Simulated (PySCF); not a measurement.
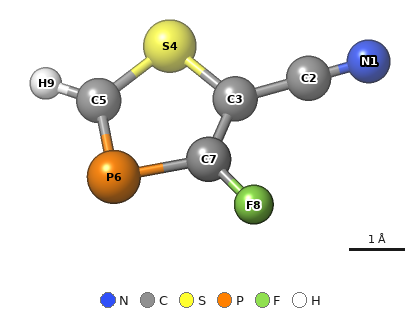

The structure (ball-and-stick view, seen at a tilt; atoms are numbered from 1 in the order of the input). Bond lengths as drawn: C–C 1.37 to 1.40 Å, C–F 1.34 Å, C–H 1.08 Å, C–N 1.15 Å, C–P 1.71 to 1.77 Å and C–S 1.71 to 1.73 Å.

# What a change does: NMR shielding calculation on C₄HFNPS

System: C₄HFNPS, SMILES N#Cc1scpc1F.
Method of run 1: GIAO PBE0/pcSseg-1 NMR shielding, non-relativistic, gas phase (PySCF 2.14.0).

The geometry comes from this level: GFN2-xTB. Text and figures count atoms from 1; the logs count them from 0 in places.

The input, run 1:
```
{"job": {"kind": "nmr", "xc": "PBE0", "basis": "pcSseg-1"}, "charge": 0, "multiplicity": 1}
N     -3.040683    -1.090814    -0.109710
C     -1.954182    -0.727345    -0.069605
C     -0.624591    -0.286136    -0.020522
S      0.658934    -1.433535     0.134480
C      1.897754    -0.256998     0.128451
P      1.510633     1.401284    -0.007638
C     -0.218552     1.024394    -0.085924
F     -1.117849     2.007949    -0.207883
H      2.902098    -0.632805     0.213171
```

The first line tells a small driver script what to run in PySCF; the rest is the geometry in Å.

Launched with:
```bash
OMP_NUM_THREADS=1 python <driver script> task.json out
```

Hardware: 1 CPU thread, shared host.

Output (run 1):
```
coarse grid: 10360 points
cycle   1  E = -1046.3219903945  dE =  1.547e+00  |g| = 5.754e-01  |ddm| = 3.584e+00
cycle   2  E = -1046.0853045362  dE =  2.367e-01  |g| = 1.195e+00  |ddm| = 1.664e+00
cycle   3  E = -1046.3882930755  dE = -3.030e-01  |g| = 1.560e-01  |ddm| = 1.241e+00
cycle   4  E = -1046.3924482229  dE = -4.155e-03  |g| = 7.136e-02  |ddm| = 1.714e-01
cycle   5  E = -1046.3934094682  dE = -9.612e-04  |g| = 1.202e-02  |ddm| = 5.979e-02
cycle   6  E = -1046.3934309787  dE = -2.151e-05  |g| = 6.419e-03  |ddm| = 1.881e-02
cycle   7  E = -1046.3934412917  dE = -1.031e-05  |g| = 1.229e-03  |ddm| = 7.101e-03
cycle   8  E = -1046.3934416323  dE = -3.406e-07  |g| = 5.502e-04  |ddm| = 1.915e-03
final grid: 96472 points
cycle   9  E = -1046.4489895881  dE = -1.704e-05  |g| = 8.547e-03  |ddm| = 2.875e-02
cycle  10  E = -1046.4489693822  dE =  2.021e-05  |g| = 1.267e-02  |ddm| = 2.164e-02
cycle  11  E = -1046.4490071899  dE = -3.781e-05  |g| = 1.104e-03  |ddm| = 1.342e-02
cycle  12  E = -1046.4490074713  dE = -2.814e-07  |g| = 3.424e-04  |ddm| = 1.495e-03
cycle  13  E = -1046.4490074939  dE = -2.256e-08  |g| = 1.556e-04  |ddm| = 3.620e-04
cycle  14  E = -1046.4490074982  dE = -4.356e-09  |g| = 6.159e-05  |ddm| = 1.327e-04
cycle  15  E = -1046.4490074990  dE = -7.767e-10  |g| = 1.721e-05  |ddm| = 6.883e-05
converged SCF energy = -1046.4490074990

GIAO shielding tensors (ppm)
atom      isotropic    diamagn.    paramagn.     s11        s22        s33       span
  0 N      -73.317     339.727    -413.044   -248.530   -174.421    203.000    451.530
  1 C       72.598     255.865    -183.267    -39.274    -38.868    295.935    335.209
  2 C       72.403     265.269    -192.866     -1.202     78.027    140.384    141.586
  3 S      180.874    1055.719    -874.844     -2.431    218.275    326.779    329.210
  4 C       13.827     265.133    -251.306   -142.811     23.917    160.374    303.184
  5 P      130.053     965.542    -835.488   -168.178    141.236    417.102    585.280
  6 C      -17.670     249.909    -267.579   -108.011      2.209     52.792    160.804
  7 F      268.043     470.444    -202.401    134.335    226.439    443.354    309.019
  8 H       23.038      29.705      -6.667     21.707     22.401     25.004      3.297
```

For run 2 the input was changed thus:
```diff
-"xc": "PBE0"
-"basis": "pcSseg-1"
+"xc": "OPBE"
+"basis": "3-21G"
+"pop": true
+"scf": {"guess": "vsap"
+"conv": 1e-07}
```

Predict how the results change.

The total energies belong to different models, so their difference says nothing on which is more stable or more accurate. The HOMO goes from −7.94 to −6.88 eV. The LUMO goes from −2.56 to −3.03 eV. The dipole moment goes from 4.48 to 3.79 D. Of all shieldings, the largest change is that of P6, by +166.7 ppm. The functional changes from PBE0 to OPBE. The SCF takes 14 iterations against 15. The basis functions go from 155 to 82.

Output (run 2):
```
final grid: 96472 points
cycle   1  E = -1038.2515159041  dE =  2.274e+00  |g| = 3.097e+00  |ddm| = 6.989e+00
cycle   2  E = -1021.0770297239  dE =  1.717e+01  |g| = 7.137e+00  |ddm| = 2.131e+01
cycle   3  E = -1040.6987119005  dE = -1.962e+01  |g| = 1.787e+00  |ddm| = 1.881e+01
cycle   4  E = -1040.6977186063  dE =  9.933e-04  |g| = 1.650e+00  |ddm| = 4.208e+00
cycle   5  E = -1041.4427844983  dE = -7.451e-01  |g| = 3.928e-01  |ddm| = 2.580e+00
cycle   6  E = -1041.4487113050  dE = -5.927e-03  |g| = 3.616e-01  |ddm| = 9.474e-01
cycle   7  E = -1041.4861865246  dE = -3.748e-02  |g| = 5.974e-02  |ddm| = 4.503e-01
cycle   8  E = -1041.4869199416  dE = -7.334e-04  |g| = 2.677e-02  |ddm| = 7.186e-02
cycle   9  E = -1041.4870020554  dE = -8.211e-05  |g| = 1.987e-02  |ddm| = 5.969e-02
cycle  10  E = -1041.4871168732  dE = -1.148e-04  |g| = 3.969e-03  |ddm| = 2.979e-02
cycle  11  E = -1041.4871200419  dE = -3.169e-06  |g| = 2.358e-03  |ddm| = 8.370e-03
cycle  12  E = -1041.4871216022  dE = -1.560e-06  |g| = 4.061e-04  |ddm| = 3.514e-03
cycle  13  E = -1041.4871215629  dE =  3.931e-08  |g| = 5.249e-04  |ddm| = 1.218e-03
cycle  14  E = -1041.4871216459  dE = -8.295e-08  |g| = 3.801e-05  |ddm| = 7.399e-04
converged SCF energy = -1041.4871216459

GIAO shielding tensors (ppm)
atom      isotropic    diamagn.    paramagn.     s11        s22        s33       span
  0 N       -0.516     345.311    -345.827   -147.251    -83.628    229.331    376.582
  1 C      110.368     247.011    -136.643     22.684     24.023    284.398    261.713
  2 C      114.203     263.968    -149.766     63.706    117.454    161.449     97.743
  3 S      319.703    1051.801    -732.098    169.925    358.500    430.686    260.761
  4 C       73.156     270.854    -197.698    -40.938     75.969    184.438    225.376
  5 P      296.714     963.719    -667.005     52.754    287.827    549.560    496.807
  6 C       39.400     251.377    -211.976    -13.222     50.597     80.827     94.049
  7 F      260.428     465.635    -205.207    134.339    191.405    455.541    321.202
  8 H       24.924      31.313      -6.388     22.700     25.341     26.731      4.031
```

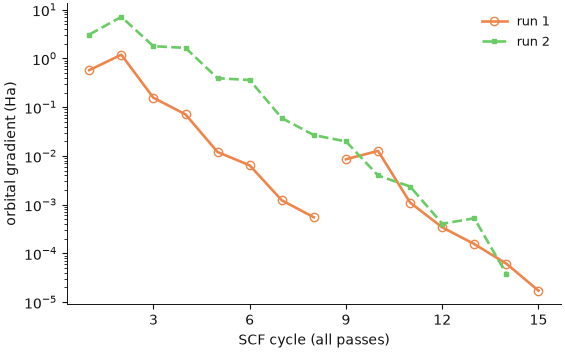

Convergence of the two runs: orbital gradient against the SCF cycle. A break in a curve parts two SCF passes (coarse and final grid). Run 1 takes 15 cycles in all, and run 2 takes 14.

The two runs side by side:

| quantity | run 1 | run 2 |
| --- | --- | --- |
| outcome | converged | converged |
| total energy (hartree) | −1046.449007 | −1041.487122 |
| HOMO (eV) | −7.94 | −6.88 |
| LUMO (eV) | −2.56 | −3.03 |
| dipole moment (D) | 4.48 | 3.79 |
| shielding of N1 (ppm) | −73.3 | −0.5 |
| shielding of C2 (ppm) | 72.6 | 110.4 |
| shielding of C3 (ppm) | 72.4 | 114.2 |
| shielding of S4 (ppm) | 180.9 | 319.7 |
| shielding of C5 (ppm) | 13.8 | 73.2 |
| shielding of P6 (ppm) | 130.1 | 296.7 |
| shielding of C7 (ppm) | −17.7 | 39.4 |
| SCF iterations | 15 | 14 |
| basis functions | 155 | 82 |
| wall time (shared host) | 21 s | 11 s |
